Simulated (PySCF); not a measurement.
## Frequency calculation, with input and output: CoO2H

- system: CoO2H
- method: UKS-based PBE0, Co def2-TZVP, O def2-TZVP, H def2-TZVP; non-relativistic Hamiltonian; density fitting (PySCF 2.14.0)

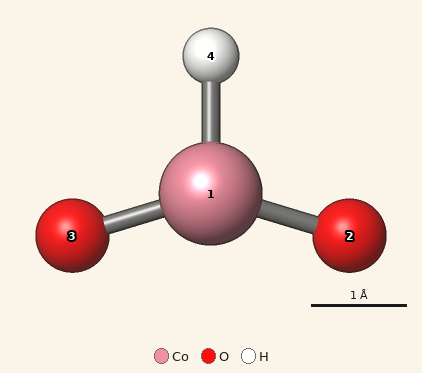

**Figure 1.** The structure (ball-and-stick view, seen on its broad side; atoms are numbered from 1 in the order of the input). Sticks mark near contacts. Bond lengths as drawn: Co–H 1.46 Å and Co–O 1.55 Å.

**Input**
```python
from pyscf import gto, scf, dft
mol = gto.M(atom='''
Co     0.143609    -0.000000    -0.086710
O     -0.314354     1.458198     0.153016
O     -0.314353    -1.458198     0.153017
H      1.575172     0.000000     0.210402''',
    basis={'Co': 'def2-TZVP', 'O': 'def2-TZVP', 'H': 'def2-TZVP'},
    charge=0, spin=0)
mf = dft.UKS(mol, xc='PBE0')
mf.grids.atom_grid = (75, 302)
aux = {'Co': 'def2-universal-JKFIT', 'O': 'def2-universal-JKFIT', 'H': 'def2-universal-JKFIT'}
mf = mf.density_fit(auxbasis=aux)
mf.conv_tol = 1e-09
mf.diis_space = 10
mf.max_cycle = 60
mf.verbose = 4
mf.kernel()
```

The script is an equivalent of the set-up of the self-consistent field. The run itself was carried out by a driver, which started from the orbitals of the step before it where there was one and computed the further properties.

Hardware: 4 threads of Arm Neoverse V2, 24 GiB of memory available, shared host.

Launch command:
```bash
OMP_NUM_THREADS=4 python axn.py task.json out
```

**The program's output**
```
init E= -1533.35553602665
  alpha nocc = 22  HOMO = -0.344020073774046  LUMO = -0.171713116612265
  beta  nocc = 22  HOMO = -0.344021212402575  LUMO = -0.171713116612265
  HOMO = -0.344020073774  LUMO = -0.171713116612  gap/eV = 4.68871
cycle= 1 E= -1533.35553602502  delta_E= 1.63e-09  |g|= 6.64e-05  |ddm|= 3.62e-05
  alpha nocc = 22  HOMO = -0.344023426151387  LUMO = -0.171724035299288
  beta  nocc = 22  HOMO = -0.34401806590622  LUMO = -0.171724035299288
  HOMO = -0.344018065906  LUMO = -0.171724035299  gap/eV = 4.68836
cycle= 2 E= -1533.35553598817  delta_E= 3.68e-08  |g|= 0.000313  |ddm|= 0.000167
  alpha nocc = 22  HOMO = -0.344021642020831  LUMO = -0.171716268900617
  beta  nocc = 22  HOMO = -0.344021632776249  LUMO = -0.171716268900617
  HOMO = -0.344021632776  LUMO = -0.171716268901  gap/eV = 4.68867
cycle= 3 E= -1533.35553602675  delta_E= -3.86e-08  |g|= 1.1e-05  |ddm|= 0.000138
  alpha nocc = 22  HOMO = -0.344020989228324  LUMO = -0.171715533869046
  beta  nocc = 22  HOMO = -0.344020995169526  LUMO = -0.171715533869046
  HOMO = -0.344020989228  LUMO = -0.171715533869  gap/eV = 4.68867
cycle= 4 E= -1533.35553602677  delta_E= -1.46e-11  |g|= 5.6e-06  |ddm|= 3.96e-06
  alpha nocc = 22  HOMO = -0.344021840436441  LUMO = -0.171716190045349
  beta  nocc = 22  HOMO = -0.344021813189368  LUMO = -0.171716190045349
  HOMO = -0.344021813189  LUMO = -0.171716190045  gap/eV = 4.68867
Extra cycle  E= -1533.35553602654  delta_E= 2.33e-10  |g|= 3.43e-05  |ddm|= 1.1e-05
converged SCF energy = -1533.35553602654  <S^2> = 0.71652786  2S+1 = 1.966243
```

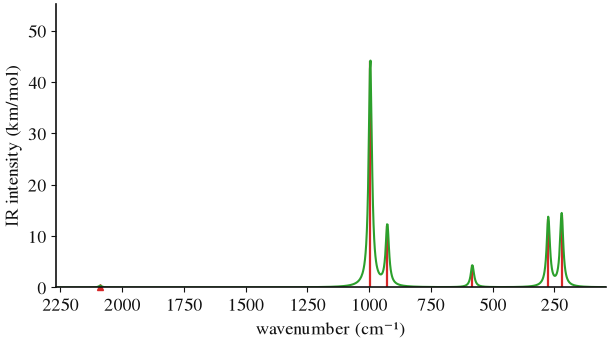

**Figure 2.** Harmonic infrared spectrum, unscaled: sticks (degenerate modes added up, dark ones marked on the axis) with a Lorentzian envelope of 16 cm⁻¹ full width, scaled to the tallest stick. 6 modes from 220 to 2088 cm⁻¹, none imaginary. The strongest line is at 995 cm⁻¹ (44 km/mol). All modes, in cm⁻¹ (km/mol): 220 (14.2), 274 (13.4), 581 (4.3), 926 (11.9), 995 (44), 2088 (0.3).

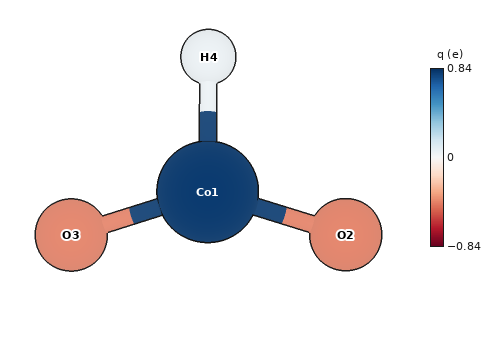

**Figure 3.** Mulliken charges, as the colour of each atom (ball-and-stick view, seen on its broad side; atoms are numbered from 1 in the order of the input). By element: Co +0.80, O −0.42 and H +0.05 e.

**Summary**

| quantity | value |
| --- | --- |
| outcome | converged |
| total energy | −1533.355536 hartree |
| ⟨S²⟩ | 0.717 |
| HOMO | −9.36 eV |
| LUMO | −4.67 eV |
| zero-point energy | 0.011582 hartree |
| dipole moment | 1.24 D |
| wavenumbers, lowest and highest | 220 and 2088 cm⁻¹ |
| wall time | 93 s (CPU time 4.9 min) |
| peak memory | 1.5 GiB |

**Remarks**

Checks after the run noted: the SCF density has lower symmetry than the nuclear frame; spin contamination. ⟨S²⟩ is 0.72 against 0.00 for a pure state: the solution is spin-contaminated.
